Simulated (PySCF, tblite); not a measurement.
**C7H7BO2: geometry, infrared bands and NMR shifts**

Wanted: the infrared bands and NMR shifts of C7H7BO2 (`Cc1ccc2c(c1)OBO2`), by calculation.

Computed with tblite 0.8.0 and PySCF 2.14.0, with density-fitted response routines of our own, on a single molecule in the gas phase. Atoms count from 0, in the outputs and in this text.

### 1 The starting structure

17 atoms, charge 0, multiplicity 1; geometry from: force field or distance geometry start.

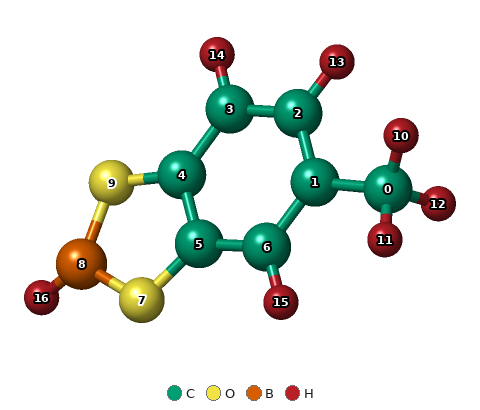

As it starts; carbon teal, oxygen yellow, boron orange, hydrogen red, atoms numbered.

### 2 Geometry optimisation with GFN2-xTB

Job settings and geometry (Å):

```
{"job": {"kind": "relax", "xc": "GFN2-xTB", "basis": "xTB"}, "charge": 0, "multiplicity": 1}
C     -2.663800    -0.372200    -0.348200
C     -1.236200    -0.010500    -0.110000
C     -0.906700     1.164200     0.541000
C      0.421400     1.465200     0.737800
C      1.399100     0.563000     0.322800
C      1.065700    -0.614000    -0.323200
C     -0.262200    -0.897200    -0.531300
O      2.215700    -1.332100    -0.651100
B      3.393400    -0.543300    -0.184400
O      2.779900     0.672400     0.434800
H     -3.286500     0.494400    -0.644600
H     -2.761600    -1.161000    -1.122600
H     -3.065100    -0.848200     0.606600
H     -1.693600     1.863800     0.870500
H      0.667100     2.392100     1.247700
H     -0.521300    -1.842000    -1.023900
H      4.447700    -0.982500     0.168200
```

Command:

```console
$ OMP_NUM_THREADS=1 python probes_run.py task.json out
```

This one command runs all jobs of the session in turn.

**Question.** This job is followed by: GFN2-xTB harmonic vibrations, gas phase; GIAO PBE0/pcSseg-1 NMR shielding, non-relativistic, gas phase. Predict these results of the whole session: strongest single infrared mode (GFN2-xTB); zero-point energy (GFN2-xTB); ¹³C shifts against TMS (PBE0/pcSseg-1); ¹H shifts against TMS (PBE0/pcSseg-1, means over atoms taken as alike); ¹⁷O shifts against H2O (PBE0/pcSseg-1); ¹¹B shifts against BF3·OEt2 (PBE0/pcSseg-1); surface potential, least and greatest.

As calculated:

| quantity | value |
| --- | --- |
| strongest single infrared mode (GFN2-xTB) | 1211 cm⁻¹, 123 km/mol |
| zero-point energy (GFN2-xTB) | 79.3 kcal/mol |
| ¹³C shifts against TMS (PBE0/pcSseg-1) | 155.9, 153.5, 137.9, 127.9, 118.1, 117.4, 24.2 ppm |
| ¹H shifts against TMS (PBE0/pcSseg-1, means over atoms taken as alike) | 7.53, 7.43, 7.33, 4.75, 2.59 ppm |
| ¹⁷O shifts against H2O (PBE0/pcSseg-1) | 225.4, 223.7 ppm |
| ¹¹B shifts against BF3·OEt2 (PBE0/pcSseg-1) | 26.3 ppm |
| surface potential, least and greatest | -1.01 V and 1.01 V |

**Reading.** Relaxing lowered the energy by 0.839 eV in 48 steps; the close pair that moved most is B8–O9, from 1.496 to 1.372 Å. All 45 modes are real, so the xTB geometry is a minimum. The strongest single mode, at 1211 cm⁻¹, is spread over many atoms; the largest shares are those of C4, H15. Unscaled tight-binding wavenumbers are off by several per cent, some by more. Its intensities can rank the bands wrongly. NICS(1)zz of -28 ppm above the planar ring from C1 marks a diatropic (aromatic) ring current. At PBE0/pcSseg-1, counted by nearest atom on the grid, the HOMO lies on C1, C4 about 21 % each; C2, C5 about 15 % each, the LUMO on C3, C6 about 20 % each; B8 10 %.
